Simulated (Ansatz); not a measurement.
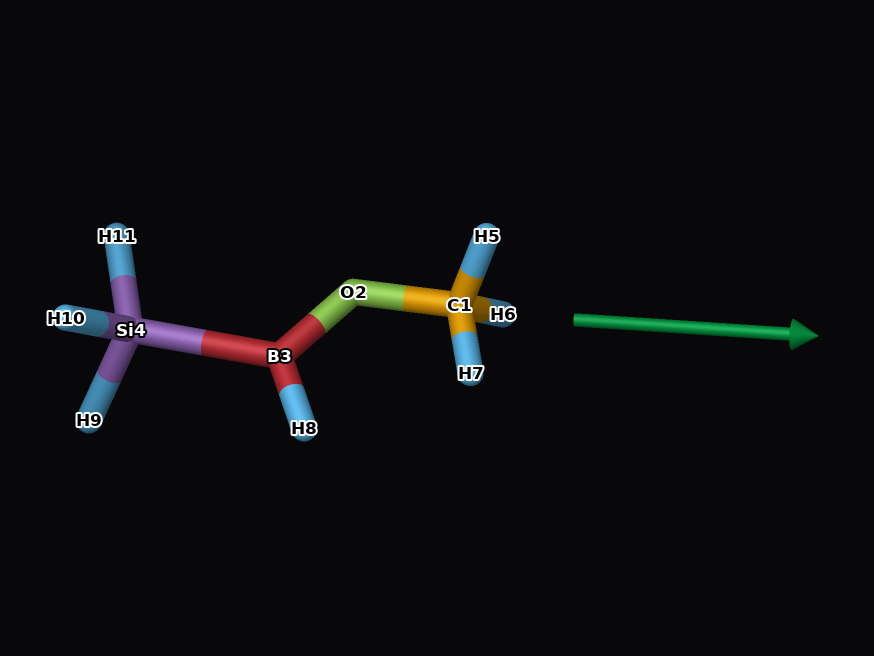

The arrow beside the molecule shows the direction of the dipole moment, from the negative to the positive end (its length means nothing). Computed geometry: PBE0-D4/def2-TZVP optimisation. Method: RKS B3LYP-D4/def2-TZVPP (Ansatz 0.2.0).

Q: How large is the dipole moment?

A: 2.38 D; it points from the side of H9, H10 to the side of H5, H6, H7 (the outermost atoms at the two ends).
